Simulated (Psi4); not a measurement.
**A workflow on BBrHS (SMILES S[B]Br)**

Aim: a geometry optimisation (UHF-3c/MINIX), then vibrational wavenumbers, then the energy (UCCSD(T)/cc-pVDZ) of BBrHS. 

Program for the calculation: Psi4 1.11.

## (1) The structure to begin with

BBrHS has 4 atoms, charge 0, and is taken as a doublet. As SMILES, `S[B]Br`. The coordinates come from a PBE0-D4/def2-TZVP relaxation. The run starts from this shape.

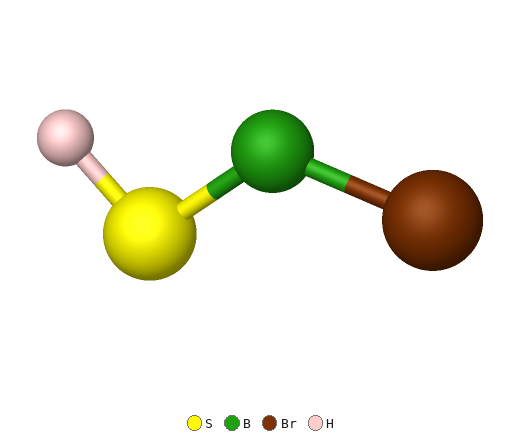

Viewed from a chosen angle; sulfur yellow, boron green, bromine brown, hydrogen pink.

## (2) A geometry optimisation at UHF-3c/MINIX (density fitting) (run 1)

The input, input.in:

```
memory 1.6 GB

molecule m {
  0 2
  S     -0.702000     0.264600    -0.808500
  B      0.466200    -0.103000     0.457200
  Br     0.566600    -1.738600     1.383500
  H     -0.275300     1.516800    -1.052500
}

set reference uks
set geom_maxiter 60

optimize('hf-3c')
```

Started as:

```console
$ psi4 input.in input.out -n 1
```

input.out:

```text
Psi4 1.11 release

gradient() will perform analytic gradient computation.

   => Loading Basis Set <=

    Name: MINIX
    Role: ORBITAL
    Keyword: BASIS

   => HF3C: Empirical Dispersion <=

        s6 =       1.000000
        s8 =       0.877700
        a1 =       0.417100
        a2 =       2.914900

         ---------------------------------------------------------
                                   SCF
                              UKS Reference
                        1 Threads,   1525 MiB Core
         ---------------------------------------------------------

  ==> Geometry <==

    Molecular point group: c1
    Full point group: C1

    Geometry (in Angstrom), charge = 0, multiplicity = 2:

[... 105 lines left out ...]
   @DF-UKS iter  12: -2992.77366426372237   -3.16959e-10   6.42547e-08 DIIS
[... 192 lines left out ...]
	                                 ==> Convergence Check <==
[... 122 lines left out ...]
  Energy and wave function converged.
[... 141 lines left out ...]
	  Convergence Criteria     1.00e-06 *    3.00e-04 *             o    1.20e-03 *             o
[... 88 lines left out ...]
   @S   Observed:                5.000000000E-01
[... 206 lines left out ...]
   @DF-UKS iter   3: -2992.77612227870077   -9.43941e-07   4.34523e-06 DIIS
[... 30 lines left out ...]
    Two-Electron Energy =                1342.8188296364978669
[... 196 lines left out ...]
   @DF-UKS iter   8: -2992.77612480576090   -1.22782e-11   1.39822e-08 DIIS
[... 172 lines left out ...]
	Measures of convergence in internal coordinates in au.
[... 3 lines left out ...]
	----------------------------------------------------------------------------------------------
	   Step    Total Energy     Delta E     Max Force     RMS Force      Max Disp      RMS Disp
	----------------------------------------------------------------------------------------------
	  Convergence Criteria     1.00e-06 *    3.00e-04 *             o    1.20e-03 *             o
	----------------------------------------------------------------------------------------------
	     5   -2992.77612481   -2.44e-06      1.32e-04 *    7.32e-05 o    5.84e-04 *    3.88e-04 o  ~
	----------------------------------------------------------------------------------------------

Next Geometry in Ang
	Fragment 1 (Ang)

	    S  -0.9276398450   1.3332345267  -1.5357023884
	    B   0.2840397006   0.9810934018  -0.2376375447
	   Br   0.3426901730  -0.7106263628   0.6783972882
	    H  -0.5128392497   2.6190761086  -1.8080672138

    Final optimized geometry and variables:
    Molecular point group: c1
    Full point group: C1

    Geometry (in Angstrom), charge = 0, multiplicity = 2:

    S           -0.927847260102     1.333276738346    -1.535985821034
    B            0.283947837926     0.980822863082    -0.237724203767
    BR           0.342833183657    -0.710422879959     0.678521565870
    H           -0.512682982577     2.619100952724    -1.807821399795

    Psi4 run time: 0:00:05.52

[set-up sections that repeat, and orbital energies of the middle runs, are left out above]
```

On the terminal:

```text
Optimizer: Optimization complete!
```

Wall time 6.6 s (1 thread of Intel Xeon Platinum 8559C (Emerald Rapids), shared host); peak memory 0.24 GiB.

The path in brief:

```tsv
step	energy from the first frame kept (eV)	largest force (eV/Å)
0	0.0000	1.5294
1	-0.0615	0.3152
2	-0.0663	0.0559
3	-0.0669	0.0413
4	-0.0670	0.0106
```

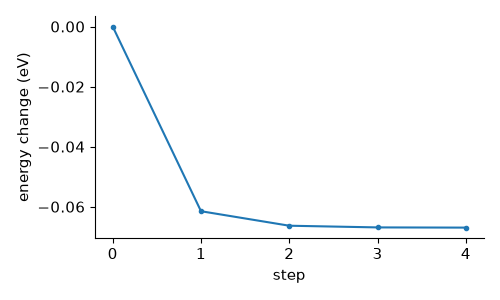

Energy along the run.

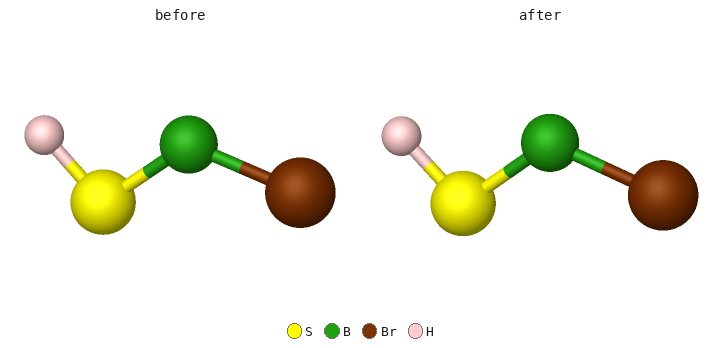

Before and after, at one scale.

After the run. Bond lengths: S1–B2 1.811 Å, B2–Br3 1.924 Å, S1–H4 1.378 Å. Angles: S1–B2–Br3 122.2°, B2–S1–H4 97.0°.

## (3) The harmonic vibrations at UHF-3c/MINIX (density fitting) (run 2)

The input, job.in:

```
memory 1600 mb

molecule m {
  0 2
  S
  B 1 1.810567
  Br 2 1.924392 1 122.20583
  H 1 1.37826 2 96.9745 3 179.99448
}

set globals {
  reference                  uks
  t                          298.15
  rotational_symmetry_number 1
}

frequencies('hf-3c')
```

Started as:

```console
$ psi4 -i job.in -o job.out -n 1
```

job.out:

```text
Psi4 1.11 release

gradient() will perform analytic gradient computation.

   => Loading Basis Set <=

    Name: MINIX
    Role: ORBITAL
    Keyword: BASIS

   => HF3C: Empirical Dispersion <=

        s6 =       1.000000
        s8 =       0.877700
        a1 =       0.417100
        a2 =       2.914900

         ---------------------------------------------------------
                                   SCF
                              UKS Reference
                        1 Threads,   1525 MiB Core
         ---------------------------------------------------------

  ==> Geometry <==

    Molecular point group: c1
    Full point group: C1

    Geometry (in Angstrom), charge = 0, multiplicity = 2:

[... 97 lines left out ...]
   @DF-UKS iter   4: -2992.77587325739751   -1.50222e-03   1.86112e-04 ADIIS/DIIS
[... 6 lines left out ...]
   @DF-UKS iter  11: -2992.77612480869038   -1.72986e-09   1.92400e-07 DIIS
[... 9 lines left out ...]
   @S^2 Observed:                7.570834465E-01
[... 52 lines left out ...]
    Two-Electron Energy =                1342.9519271099600246
[... 217 lines left out ...]
   @DF-UKS iter   1: -2992.51244500058147   -2.33090e+00   2.10991e-02 ADIIS/DIIS
[... 6 lines left out ...]
   @DF-UKS iter   8: -2992.77612449850812   -2.18330e-06   5.83269e-06 DIIS
[... 6 lines left out ...]
  Energy and wave function converged.
[... 52 lines left out ...]
  @DF-UKS Final Energy: -2992.77612480904645
[... 32 lines left out ...]
 Dipole Z            :          8.8755374           -9.1024621           -0.2269247
[... 43 lines left out ...]
  ==> DFJKGrad: Density-Fitted SCF Gradients <==

    Gradient:                    2
    J tasked:                  Yes
    K tasked:                  Yes
    wK tasked:                  No
    Integrals threads:           1
    Memory [MiB]:             1144
    Schwarz Cutoff:          1E-12
    Fitting Condition:       1E-10

   => Auxiliary Basis Set <=

  Basis Set: (MINIX AUX)
    Blend: DEF2-UNIVERSAL-JKFIT
    Number of shells: 129
    Number of basis functions: 487
    Number of Cartesian functions: 635
    Spherical Harmonics?: true
    Max angular momentum: 5

RuntimeError: Engine::lmax_exceeded -- angular momentum limit exceeded

Printing out the relevant lines from the Psithon --> Python processed input file:
    ""","m")
    core.IO.set_default_namespace("m")
    core.set_global_option("REFERENCE", "uks")
    core.set_global_option("T", 298.15)
    core.set_global_option("ROTATIONAL_SYMMETRY_NUMBER", 1)
--> frequencies('hf-3c')

!-----------------------------------------------------------!
!                                                           !
!  Engine::lmax_exceeded -- angular momentum limit exceeded !
!                                                           !
!-----------------------------------------------------------!

    Psi4 run time: 0:00:03.20
```

Run time: 4.2 s. Hardware: 1 thread of Intel Xeon Platinum 8559C (Emerald Rapids), shared host; peak memory 0.27 GiB.

The run ended with an error.

## (4) A single-point energy at UCCSD(T)/cc-pVDZ (run 3)

The input, calc.dat:

```
memory 1600 MB

molecule mol {
  0 2
  S
  B 1 1.810567
  Br 2 1.924392 1 122.20583
  H 1 1.37826 2 96.9745 3 179.99448
}

set basis cc-pVDZ
set reference uhf
set scf_type pk
set freeze_core true

e_tot, wfn = energy('ccsd(t)', return_wfn=True)
print_variables()
```

Started as:

```console
$ psi4 -i calc.dat -o calc.out -n 1
```

calc.out:

```text
Psi4 1.11 release

   => Loading Basis Set <=

    Name: CC-PVDZ
    Role: ORBITAL
    Keyword: BASIS

         ---------------------------------------------------------
                                   SCF
                              UHF Reference
                        1 Threads,   1525 MiB Core
         ---------------------------------------------------------

  ==> Geometry <==

    Molecular point group: c1
    Full point group: C1

    Geometry (in Angstrom), charge = 0, multiplicity = 2:

       Center              X                  Y                   Z               Mass
    ------------   -----------------  -----------------  -----------------  -----------------
         S            0.000001080758     1.034307585295    -1.981914655199    31.972071174400
         B            0.000001080758     1.034307585295    -0.171347655199    11.009305360000
         BR           0.000001080758    -0.593995422017     0.854280876990    78.918337600000
         H           -0.000130721240     2.402368857925    -2.149273445107     1.007825032230

[... 80 lines left out ...]
   @UHF iter   1: -2995.06742545213137   -1.91654e+00   8.14874e-03 DIIS/ADIIS
[... 6 lines left out ...]
   @UHF iter   8: -2995.19266622888927   -2.49708e-06   5.79990e-06 DIIS
[... 6 lines left out ...]
   @UHF iter  15: -2995.19266677692622   -2.27374e-12   5.38253e-09 DIIS
[... 46 lines left out ...]
    Final Occupation by Irrep:
[... 38 lines left out ...]
 Dipole Y            :         -5.7512065            6.2984352            0.5472287
[... 136 lines left out ...]
	Two-electron (AA) energy     =     39.57710009913606
[... 53 lines left out ...]
    Iterations converged.
[... 71 lines left out ...]
    Same-spin CCSD correlation energy         =   -0.084791126938431
[... 27 lines left out ...]
    ABB (T) energy                             =   -0.005000807408269
[... 43 lines left out ...]
  "SCF TOTAL ENERGY"                      =>   -2995.192666776926
[... 2 lines left out ...]
  Array Variable Map:
  ----------------------------------------------------------------------------
  "CURRENT DIPOLE"                        =>      -0.000030581909 ... -0.274691803526 1 by 3
  "SCF DIPOLE"                            =>      -0.000030581909 ... -0.274691803526 1 by 3
  "SCF TOTAL ENERGIES"                    =>   -2993.150885127252 ... -2995.192666776926 1 by 16

    Psi4 run time: 0:00:29.20
```

It took 30 s on 1 thread of Intel Xeon Platinum 8559C (Emerald Rapids), shared host; peak memory 0.44 GiB.

## (5) Summary of results

| quantity | value |
| --- | --- |
| run 1, UHF-3c/MINIX: total energy at the end | -2992.77612 Eh |
| run 1, UHF-3c/MINIX: dipole moment | 1.78 D |
| run 1, UHF-3c/MINIX: HOMO energy (highest over α and β) | -9.49 eV |
| run 1, UHF-3c/MINIX: LUMO energy (lowest over α and β) | 2.58 eV |
| run 1, UHF-3c/MINIX: ⟨S²⟩ | 0.757 |
| run 3, UCCSD(T)/cc-pVDZ: total energy | -2995.55796 Eh |
| run 3, UCCSD(T)/cc-pVDZ: HOMO energy (Hartree–Fock orbitals) (highest over α and β) | -9.54 eV |
| run 3, UCCSD(T)/cc-pVDZ: LUMO energy (Hartree–Fock orbitals) (lowest over α and β) | 1.79 eV |
| run 3, UCCSD(T)/cc-pVDZ: correlation energy (15 core orbitals frozen) | -365.3 mEh |
| run 3, UCCSD(T)/cc-pVDZ: (T) correction | -11.44 mEh |
| run 3, UCCSD(T)/cc-pVDZ: ⟨S²⟩ | 0.757 |
| run 3, UCCSD(T)/cc-pVDZ: T1 diagnostic | 0.020 |
| run 2, UHF-3c/MINIX | no result (crashed) |

What this shows: The optimisation (run 1, UHF-3c/MINIX) took 5 steps and changed the energy by -0.067 eV. The triples (run 3, UCCSD(T)/cc-pVDZ) make up 3.1 % of the correlation energy. 1 of the 3 runs gave no usable result.
